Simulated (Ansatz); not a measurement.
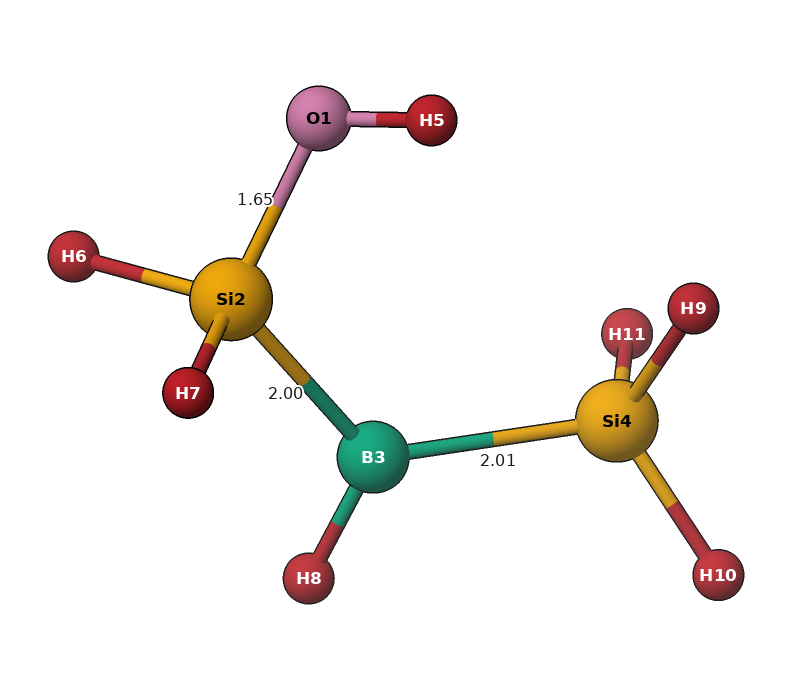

Bond lengths are marked in Å; every bond is drawn as one stick. The computed structure is the end point of a PBE0-D4/def2-TZVP optimisation.

### Which of the marked bonds are single, double, triple or aromatic?

O1–Si2 single; Si2–B3 single; B3–Si4 single.

### Write the SMILES.

O[SiH2]B[SiH3]
